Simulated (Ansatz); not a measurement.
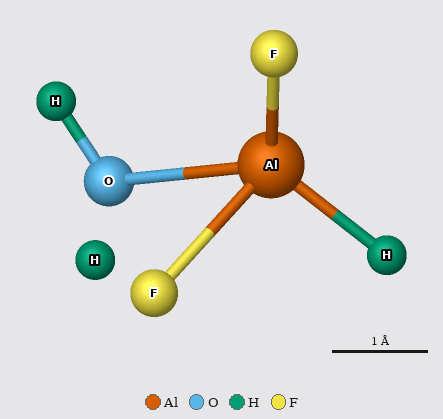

*The structure as given in the input (ball-and-stick view, seen at a tilt). Sticks mark near contacts.*

Bond lengths as drawn: Al–F 1.69 to 1.99 Å, Al–H 1.56 Å, Al–O 2.13 Å and H–O 1.01 Å.

# Geometry relaxation of AlH₃OF₂

System: AlH₃OF₂.
Method: RKS PBE0-D4/def2-SVP (Ansatz 0.2.0).

The input holds or restrains some coordinates. It belongs to a series of runs on one base structure; here: pulled along the bonds that form and break, towards end A.

### What the program printed
```
The last accepted step is kept in [file] (removed where the run ends without a failure and the disk answers)
Engine: ansatz 0.2.0, aarch64-unknown-linux-gnu
Functional definition: PBE0
  parameter a = 0.25
  parameter kappa = 0.804
  parameter beta = 0.06672455060314922
  exchange = (1 - a)*pbe_x(kappa = kappa, mu = beta*pi^2/3) + a*exact_x
  correlation = pbe_c(beta = beta)
747 factors; integrals over basis functions are off by at most 4.1e-4 eV
mean field evaluation 1: about -14105.6354 eV, gradient 5.7e1 eV
mean field evaluation 2: about -14097.0134 eV, gradient 9.1e1 eV
mean field evaluation 4: about -14111.1037 eV, gradient 3.9e0 eV
mean field evaluation 8: about -14111.1420 eV, gradient 2.8e-2 eV
mean field -14111.14201963 eV, -518.5749043460 hartree, gradient 2.1e-5 eV, S^2 0.000000; 0 other end points of the search recorded, 0 dependent functions left out
the calculation of the forces begins
reference -14111.14204767 eV, -518.5749053762 hartree; 21, 21 occupied and 54, 54 virtual orbitals, 747 factors
relax step   1: F+E_penalty+E_count = -14111.21450075 eV  Δ(F+E_penalty+E_count) = +0.000e0 eV  max|allowed force component| = 2.792e0 eV/Å  E_restraint = 27.39111252 eV  max|allowed force component, restraints' pulls added| = 2.907e1 eV/Å  Δτ_max = 0.0000 Å  (24 SCF iters, accepted)
  distance Al 0 - F 5 = 1.9900 Å
  distance H 6 - O 1 = 1.3245 Å
  distance Al 0 - O 1 = 2.1300 Å
  distance H 6 - F 5 = 1.2510 Å
these checks for a lower state are left out or cut short: starts, cluster_reference, orbital_swaps, neighbouring_geometries, increment
747 factors; integrals over basis functions are off by at most 6.6e-4 eV
mean field evaluation 16: about -14110.9383 eV, gradient 8.9e-1 eV
mean field -14110.95462017 eV, -518.5680175428 hartree, gradient 1.2e-5 eV, S^2 0.000000; 0 other end points of the search recorded, 0 dependent functions left out
the calculation of the forces begins
reference -14110.95464797 eV, -518.5680185645 hartree; 21, 21 occupied and 54, 54 virtual orbitals, 747 factors
relax step   2: F+E_penalty+E_count = -14111.02728356 eV  Δ(F+E_penalty+E_count) = +1.872e-1 eV  max|allowed force component| = 2.609e0 eV/Å  E_restraint = 11.31781509 eV  max|allowed force component, restraints' pulls added| = 2.030e1 eV/Å  Δτ_max = 0.1932 Å  (32 SCF iters, accepted)
  distance Al 0 - F 5 = 2.2950 Å
  distance H 6 - O 1 = 1.6406 Å
  distance Al 0 - O 1 = 1.9997 Å
  distance H 6 - F 5 = 1.0873 Å
these checks for a lower state are left out or cut short: starts, cluster_reference, orbital_swaps, neighbouring_geometries, increment
747 factors; integrals over basis functions are off by at most 9.0e-4 eV
mean field -14111.05339951 eV, -518.5716476166 hartree, gradient 1.4e-5 eV, S^2 0.000000; 0 other end points of the search recorded, 0 dependent functions left out
the calculation of the forces begins
reference -14111.05342723 eV, -518.5716486352 hartree; 21, 21 occupied and 54, 54 virtual orbitals, 747 factors
relax step   3: F+E_penalty+E_count = -14111.12640690 eV  Δ(F+E_penalty+E_count) = -9.912e-2 eV  max|allowed force component| = 2.164e0 eV/Å  E_restraint = 2.79619042 eV  max|allowed force component, restraints' pulls added| = 8.880e0 eV/Å  Δτ_max = 0.1946 Å  (34 SCF iters, accepted)
  distance Al 0 - F 5 = 2.5622 Å
  distance H 6 - O 1 = 1.9510 Å
  distance Al 0 - O 1 = 1.8882 Å
  distance H 6 - F 5 = 0.9337 Å
these checks for a lower state are left out or cut short: starts, cluster_reference, orbital_swaps, neighbouring_geometries, increment
747 factors; integrals over basis functions are off by at most 9.1e-4 eV
mean field evaluation 32: about -14111.1929 eV, gradient 2.4e-1 eV
mean field -14111.20864538 eV, -518.5773527970 hartree, gradient 6.4e-6 eV, S^2 0.000000; 0 other end points of the search recorded, 0 dependent functions left out
the calculation of the forces begins
reference -14111.20867314 eV, -518.5773538173 hartree; 21, 21 occupied and 54, 54 virtual orbitals, 747 factors
relax step   4: F+E_penalty+E_count = -14111.28203150 eV  Δ(F+E_penalty+E_count) = -1.556e-1 eV  max|allowed force component| = 1.411e0 eV/Å  E_restraint = 0.06562590 eV  max|allowed force component, restraints' pulls added| = 2.519e0 eV/Å  Δτ_max = 0.1930 Å  (29 SCF iters, accepted)
  distance Al 0 - F 5 = 2.8276 Å
  distance H 6 - O 1 = 2.2081 Å
  distance Al 0 - O 1 = 1.7625 Å
  distance H 6 - F 5 = 0.9071 Å
these checks for a lower state are left out or cut short: starts, cluster_reference, orbital_swaps, neighbouring_geometries, increment
747 factors; integrals over basis functions are off by at most 8.0e-4 eV
mean field -14111.31110104 eV, -518.5811179732 hartree, gradient 1.0e-5 eV, S^2 0.000000; 0 other end points of the search recorded, 0 dependent functions left out
the calculation of the forces begins
reference -14111.31112885 eV, -518.5811189949 hartree; 21, 21 occupied and 54, 54 virtual orbitals, 747 factors
relax step   5: F+E_penalty+E_count = -14111.38313303 eV  Δ(F+E_penalty+E_count) = -1.011e-1 eV  max|allowed force component| = 9.392e-1 eV/Å  E_restraint = 0.03561293 eV  max|allowed force component, restraints' pulls added| = 1.030e0 eV/Å  Δτ_max = 0.1995 Å  (34 SCF iters, accepted)
  distance Al 0 - F 5 = 2.8524 Å
  distance H 6 - O 1 = 2.2094 Å
  distance Al 0 - O 1 = 1.7551 Å
  distance H 6 - F 5 = 0.9385 Å
these checks for a lower state are left out or cut short: starts, cluster_reference, orbital_swaps, neighbouring_geometries, increment
747 factors; integrals over basis functions are off by at most 8.7e-4 eV
mean field -14111.39863842 eV, -518.5843349125 hartree, gradient 8.3e-6 eV, S^2 0.000000; 0 other end points of the search recorded, 0 dependent functions left out
the calculation of the forces begins
reference -14111.39866617 eV, -518.5843359323 hartree; 21, 21 occupied and 54, 54 virtual orbitals, 747 factors
relax step   6: F+E_penalty+E_count = -14111.47068316 eV  Δ(F+E_penalty+E_count) = -8.755e-2 eV  max|allowed force component| = 1.168e0 eV/Å  E_restraint = 0.03138050 eV  max|allowed force component, restraints' pulls added| = 1.684e0 eV/Å  Δτ_max = 0.1979 Å  (27 SCF iters, accepted)
  distance Al 0 - F 5 = 2.8771 Å
  distance H 6 - O 1 = 2.2189 Å
  distance Al 0 - O 1 = 1.7520 Å
  distance H 6 - F 5 = 0.9526 Å
these checks for a lower state are left out or cut short: starts, cluster_reference, orbital_swaps, neighbouring_geometries, increment
747 factors; integrals over basis functions are off by at most 9.3e-4 eV
mean field -14111.44952657 eV, -518.5862050173 hartree, gradient 2.2e-5 eV, S^2 0.000000; 0 other end points of the search recorded, 0 dependent functions left out
the calculation of the forces begins
reference -14111.44955452 eV, -518.5862060445 hartree; 21, 21 occupied and 54, 54 virtual orbitals, 747 factors
relax step   7: F+E_penalty+E_count = -14111.52148156 eV  Δ(F+E_penalty+E_count) = -5.080e-2 eV  max|allowed force component| = 1.032e0 eV/Å  E_restraint = 0.01623182 eV  max|allowed force component, restraints' pulls added| = 2.024e-1 eV/Å  Δτ_max = 0.1996 Å  (27 SCF iters, accepted)
  distance Al 0 - F 5 = 2.8774 Å
  distance H 6 - O 1 = 2.2003 Å
  distance Al 0 - O 1 = 1.7515 Å
  distance H 6 - F 5 = 0.9240 Å
these checks for a lower state are left out or cut short: starts, cluster_reference, orbital_swaps, neighbouring_geometries, increment
747 factors; integrals over basis functions are off by at most 9.1e-4 eV
mean field evaluation 64: about -14111.4523 eV, gradient 1.8e-4 eV
mean field -14111.45233369 eV, -518.5863081770 hartree, gradient 8.8e-6 eV, S^2 0.000000; 0 other end points of the search recorded, 0 dependent functions left out
the calculation of the forces begins
reference -14111.45236161 eV, -518.5863092033 hartree; 21, 21 occupied and 54, 54 virtual orbitals, 747 factors
relax step   8: F+E_penalty+E_count = -14111.52423545 eV  Δ(F+E_penalty+E_count) = -2.754e-3 eV  max|allowed force component| = 9.446e-1 eV/Å  E_restraint = 0.01631485 eV  max|allowed force component, restraints' pulls added| = 3.992e-2 eV/Å  Δτ_max = 0.0689 Å  (27 SCF iters, accepted)
```

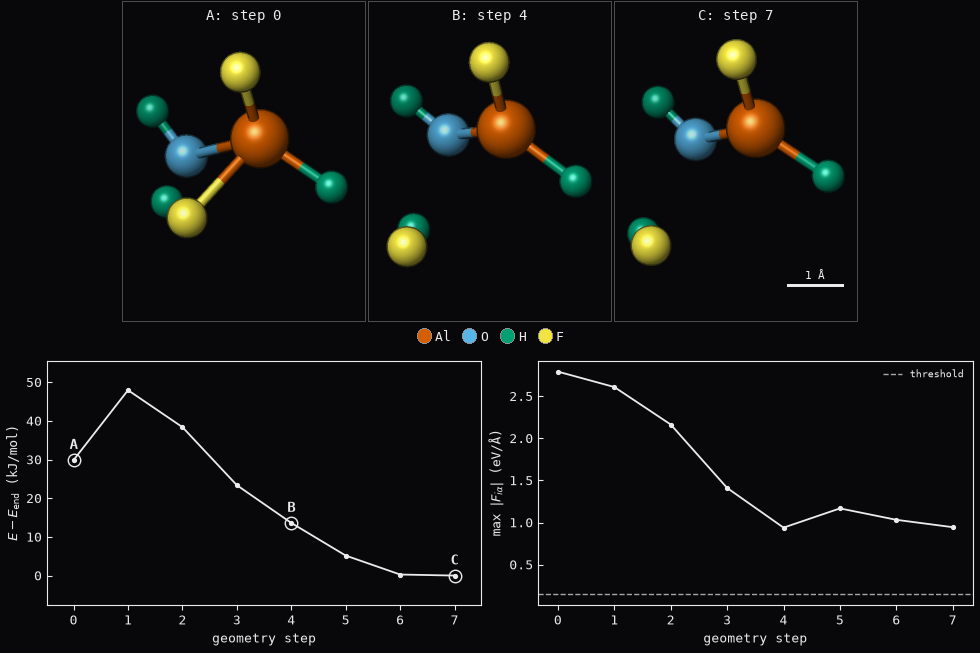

*Frames of the restrained relaxation (ball-and-stick view, seen at a tilt) above the curves, on which the letters mark them (the first geometry is step 0 here and step 1 in the log).*

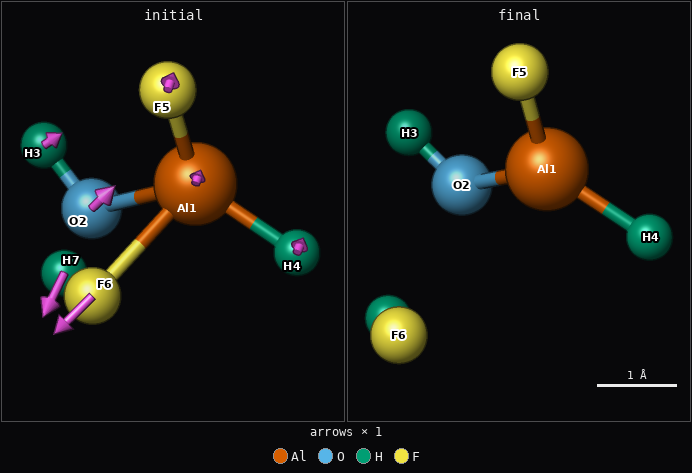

*Before (left) and after (right) the restrained relaxation, at one scale (ball-and-stick view, seen at a tilt). The pink arrows give the displacements, at true length.*

The largest move after the best rigid fit is that of F6, 0.71 Å. Largest moves by element: F 0.71 Å, H 0.68 Å, O 0.46 Å, Al 0.23 Å. Among the contacts that change: Al1–F6 1.990 → 2.878 Å, Al1–O2 2.130 → 1.751 Å, F6–H7 1.251 → 0.927 Å, O2–H3 1.010 → 0.962 Å. New bonds form: F6–H7 (1.25 → 0.93 Å). Bonds break: Al1–F6 (1.99 → 2.88 Å). Among the angles that change: Al1–O2–H3 109.5° → 119.6°, O2–Al1–F5 120.0° → 117.1°, H4–Al1–F5 120.0° → 122.4°. After 7 geometry steps the energy has fallen by 29.9 kJ/mol. Largest force component: 2.8 eV/Å at the start, 0.94 eV/Å at the end. (Atoms are counted from 1 in the order of the input.)

```
  distance Al 0 - F 5 = 2.8776 Å
  distance H 6 - O 1 = 2.2019 Å
  distance Al 0 - O 1 = 1.7513 Å
  distance H 6 - F 5 = 0.9268 Å
747 factors; integrals over basis functions are off by at most 9.1e-4 eV
mean field -14111.45233369 eV, -518.5863081770 hartree, gradient 8.8e-6 eV, S^2 0.000000; 1 other end points of the search recorded, 0 dependent functions left out
the calculation of the forces begins
reference -14111.45236161 eV, -518.5863092033 hartree; 21, 21 occupied and 54, 54 virtual orbitals, 747 factors
Total energy: -14111.52426337 eV, -518.5889515442 hartree
Atom 0 at    -0.050250    -0.234824     0.030805 Å, force     0.004824     0.333832     0.944564 eV/Å
Atom 1 at    -0.077074    -0.250146     1.781847 Å, force     0.012001     0.247525    -0.852783 eV/Å
Atom 2 at    -0.897942    -0.446756     2.243533 Å, force     0.031607     0.009486     0.007013 eV/Å
Atom 3 at     1.313343    -0.268154    -0.732631 Å, force    -0.011864     0.000896     0.004361 eV/Å
Atom 4 at    -1.513695    -0.344721    -0.751535 Å, force     0.020133    -0.004442     0.006367 eV/Å
Atom 5 at     0.138229     2.471024     0.991819 Å, force    -0.025597    -0.221057    -0.288222 eV/Å
Atom 6 at     0.213890     1.932078     1.741962 Å, force    -0.031104    -0.366240     0.178699 eV/Å
Dipole moment:    -0.006556    -0.197632     0.380607 e Å
```

### Trajectory as extended XYZ (Å, eV, eV/Å), 8 frames, from step=1 to step=8
```
7
Properties=species:S:1:pos:R:3:forces:R:3 step=1 energy=-14111.21450
Al    0.0000    0.0000    0.0000   -0.2740   2.7919   1.4375
O     0.0000    0.0000    2.1300   -1.6033   0.7978  -2.3800
H    -0.9095   -0.2814    2.4671    1.7067   0.8058  -0.5161
H     1.3510    0.0000   -0.7800    0.1414  -0.7481   0.0999
F    -1.4635    0.0000   -0.8450    0.5024  -0.5709   0.7458
F     0.0892    1.8864    0.6275   -0.1208  -1.9854   1.1568
H     0.0593    1.2535    1.7062   -0.3523  -1.0910  -0.5437
7
Properties=species:S:1:pos:R:3:forces:R:3 step=2 energy=-14111.02728
Al   -0.0100   -0.1445    0.0463   -0.2821   2.1024   1.7575
O    -0.0138   -0.1555    2.0460   -1.2870   0.6178  -2.5232
H    -0.9061   -0.2829    2.4671    1.2201   0.0762  -0.6403
H     1.3473   -0.0172   -0.7726   -0.1984  -0.6127   0.3507
F    -1.4547   -0.0131   -0.8302    0.6225  -0.5461   0.7797
F     0.0969    2.0445    0.7273   -0.1640  -2.6090   2.3615
H     0.0669    1.4272    1.6219    0.0888   0.9715  -2.0859
7
Properties=species:S:1:pos:R:3:forces:R:3 step=3 energy=-14111.12641
Al   -0.0229   -0.2898    0.0827   -0.2497   1.8810   1.3133
O    -0.0334   -0.2920    1.9709   -1.0758   0.3024  -2.1638
H    -0.8962   -0.2891    2.4559    1.0403  -0.1875  -0.7505
H     1.3395   -0.0258   -0.7635   -0.4850  -0.6858   0.5768
F    -1.4441   -0.0212   -0.8177    0.7397  -0.6641   0.8453
F     0.1022    2.1634    0.8117   -0.0638  -0.2919  -0.2863
H     0.0813    1.6130    1.5657    0.0943  -0.3541   0.4651
7
Properties=species:S:1:pos:R:3:forces:R:3 step=4 energy=-14111.28203
Al   -0.0390   -0.3667    0.0881    0.2303   1.4105   0.6599
O    -0.0612   -0.3956    1.8502   -0.6020   0.2998  -0.7898
H    -0.8723   -0.3219    2.3883    0.5854  -0.2534  -0.5108
H     1.3079   -0.0969   -0.7200   -0.1788  -0.5498   0.3279
F    -1.4350   -0.0949   -0.7819   -0.0661  -0.4422   0.2288
F     0.1094    2.3435    0.8808   -0.0716   0.4881  -1.1070
H     0.1167    1.7910    1.6002    0.1029  -0.9531   1.1909
7
Properties=species:S:1:pos:R:3:forces:R:3 step=5 energy=-14111.38313
Al   -0.0526   -0.2031    0.0994   -0.2646  -0.0250   0.6523
O    -0.1139   -0.3671    1.8458   -0.4905   0.4940  -0.7377
H    -0.9450   -0.4902    2.3482    0.7522   0.1361  -0.5328
H     1.3104   -0.1038   -0.6690   -0.0145  -0.0451   0.1577
F    -1.4847   -0.2720   -0.7498    0.0814  -0.0132   0.1270
F     0.1279    2.5174    0.9379    0.0511  -0.9392   0.0441
H     0.2845    1.7773    1.4933   -0.1151   0.3923   0.2895
7
Properties=species:S:1:pos:R:3:forces:R:3 step=6 energy=-14111.47068
Al   -0.0620   -0.2630    0.0581    0.0535   0.5397   0.8893
O    -0.1020   -0.3204    1.8087   -0.4232   0.2934  -0.6166
H    -0.9181   -0.4432    2.3257    0.5469   0.0397  -0.4259
H     1.2998   -0.1345   -0.7051   -0.0078  -0.1571   0.0907
F    -1.4954   -0.3166   -0.7773   -0.0918  -0.1040   0.0285
F     0.1617    2.4693    0.9311    0.0555  -1.1676   0.8126
H     0.2425    1.8669    1.6646   -0.1332   0.5558  -0.7786
7
Properties=species:S:1:pos:R:3:forces:R:3 step=7 energy=-14111.52148
Al   -0.0464   -0.2332    0.0212    0.1666   0.3256   1.0321
O    -0.0650   -0.2403    1.7725    0.0644   0.2519  -0.8737
H    -0.8628   -0.4543    2.2619   -0.0541  -0.0164   0.0141
H     1.3178   -0.3295   -0.7437   -0.0621   0.0288   0.0251
F    -1.5086   -0.3017   -0.7598   -0.0866  -0.0067  -0.0484
F     0.1420    2.4681    0.9945   -0.0339  -0.1072  -0.4282
H     0.1495    1.9494    1.7591    0.0058  -0.4760   0.2790
7
Properties=species:S:1:pos:R:3:forces:R:3 step=8 energy=-14111.52424
Al   -0.0503   -0.2348    0.0308    0.0048   0.3338   0.9446
O    -0.0771   -0.2501    1.7818    0.0120   0.2475  -0.8528
H    -0.8979   -0.4468    2.2435    0.0316   0.0095   0.0070
H     1.3133   -0.2682   -0.7326   -0.0119   0.0009   0.0044
F    -1.5137   -0.3447   -0.7515    0.0201  -0.0044   0.0064
F     0.1382    2.4710    0.9918   -0.0256  -0.2211  -0.2882
H     0.2139    1.9321    1.7420   -0.0311  -0.3662   0.1787
```

The run was set up as follows.

### The input
```yaml
crystal:
  periodic: [false, false, false]
  atoms:
    - { symbol: Al, position_ang: [0.0, 0.0, 0.0] }
    - { symbol: O, position_ang: [0.0, 0.0, 2.13] }
    - { symbol: H, position_ang: [-0.9095, -0.2814, 2.4671] }
    - { symbol: H, position_ang: [1.351, 0.0, -0.78] }
    - { symbol: F, position_ang: [-1.4635, 0.0, -0.845] }
    - { symbol: F, position_ang: [0.0892, 1.8864, 0.6275] }
    - { symbol: H, position_ang: [0.0593, 1.2535, 1.7062] }
basis:
  gaussian: { orbitals: def2-SVP }
hamiltonian:
  xc: pbe0
  dispersion: d4
relax:
  f_tol: 0.15
  max_steps: 25
  restrain:
    - { distance: [0, 5], at: 2.89, k: 30.0 }
    - { distance: [6, 1], at: 2.21, k: 30.0 }
    - { distance: [0, 1], at: 1.78, k: 30.0 }
    - { distance: [6, 5], at: 0.92, k: 30.0 }
```

Command:
```bash
ansatz run input.yaml --threads 1 --pin off --max-ram 2048MiB --backend cpu --events-out ev --progress --plain --runs-dir out
```

### Summary

- outcome: converged under the restraints of the input
- total energy: −14111.5243 eV
- mean-field energy: −14111.4524 eV
- largest force (length of the vector) at the end, held atoms and coordinates included: 1.002 eV/Å
- hardware: 1 thread of Arm Neoverse N1, 24 GiB of memory available, shared host
- wall time: 35 s
- peak memory: 0.16 GiB
